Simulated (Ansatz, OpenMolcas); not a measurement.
## C4H4Si (SMILES C#C[SiH2]C#C): methods side by side

The species is C4H4Si (9 atoms), meant as a singlet with charge 0. As SMILES, `C#C[SiH2]C#C`. The coordinates come from a PBE0-D4/def2-TZVP relaxation.

```xyz
9

C     1.9861   -0.0680    1.6930
C     1.2450   -0.3182    0.7758
Si    0.1395   -0.7138   -0.6164
C    -1.2529    0.4596   -0.6484
C    -2.1806    1.2287   -0.6817
H     2.6396    0.1556    2.5051
H     0.8961   -0.6114   -1.8858
H    -0.3846   -2.0893   -0.4501
H    -2.9998    1.9103   -0.7086
```

Each level gives the vertical energy of the triplet above the singlet (eV). The values are calculated.

```json
{"level": "SVWN5/cc-pVDZ", "kind": "LDA", "program": "Ansatz", "value (eV)": "5.42", "CPU time (all runs)": "13 s"}
{"level": "PBE/cc-pVDZ", "kind": "GGA", "program": "Ansatz", "value (eV)": "5.24", "CPU time (all runs)": "75 s"}
{"level": "r2SCAN/cc-pVDZ", "kind": "meta-GGA", "program": "Ansatz", "value (eV)": "5.05", "CPU time (all runs)": "86 s"}
{"level": "M06-2X/cc-pVDZ", "kind": "hybrid meta-GGA", "program": "OpenMolcas", "value (eV)": "6.79", "CPU time (all runs)": "6.4 min"}
{"level": "CAM-B3LYP/cc-pVDZ", "kind": "range-separated hybrid", "program": "Ansatz", "value (eV)": "5.29", "CPU time (all runs)": "19 s"}
{"level": "B2PLYP/cc-pVDZ", "kind": "double hybrid", "program": "Ansatz", "value (eV)": "5.55", "CPU time (all runs)": "30 s"}
{"level": "RPA@PBE/cc-pVDZ", "kind": "RPA", "program": "Ansatz", "value (eV)": "5.68", "CPU time (all runs)": "89 s"}
{"level": "CCSD/cc-pVDZ", "kind": "coupled cluster or CI", "program": "Ansatz", "value (eV)": "5.48", "CPU time (all runs)": "55 s"}
```

The values span 5.05 to 6.79 eV. CPU times are rough (shared hosts, several kinds of processor and program).

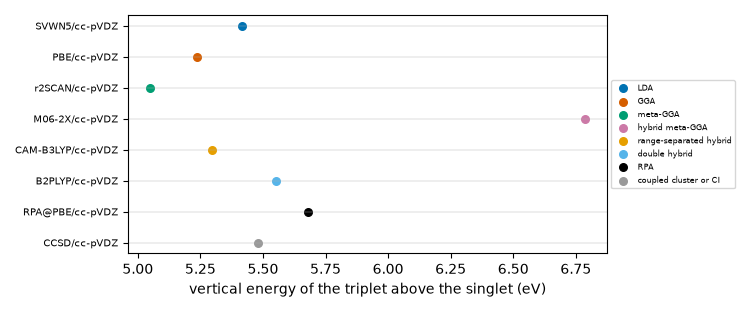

The values of the table, level by level.
